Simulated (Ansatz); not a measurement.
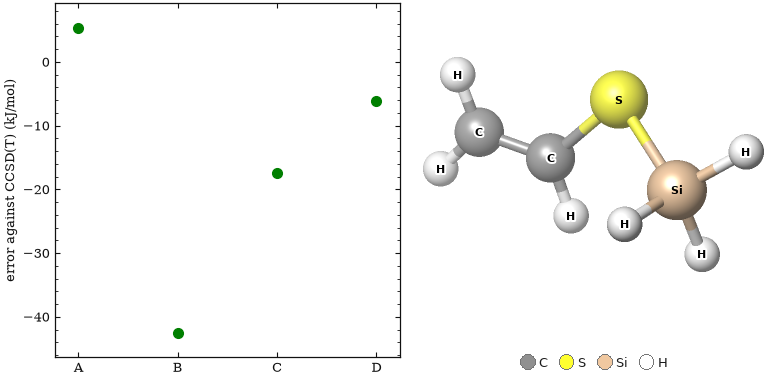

Error in the electronic atomisation energy (method less reference, so positive means overbinding) of C₂H₆SSi, SMILES C=CS[SiH3]: functionals in def2-TZVPP against frozen-core CCSD(T) at the limit (MP2 extrapolated from triple and quadruple zeta, plus CCSD(T) less MP2 in a smaller set), which gives 3541.6 kJ/mol, at a PBE0-D4/def2-TZVP geometry (a minimum by its frequencies), no zero-point or spin-orbit term, the Ansatz code 0.2.0. The reference leaves out core correlation, a term that grows with the number of heavy atoms. B2PLYP holds a correlation term that converges slowly with the basis, so part of the distance to the limit is basis error. No dispersion term is added to B2PLYP.

### The letters stand for B2PLYP, PBE0-D4, r2SCANh-D4 and revPBE-D4. Which is which?

A: PBE0-D4 (5.4 kJ/mol); B: B2PLYP (−42.5 kJ/mol); C: revPBE-D4 (−17.4 kJ/mol); D: r2SCANh-D4 (−6.1 kJ/mol).

Limits of at least one run: one conformer of a flexible molecule.
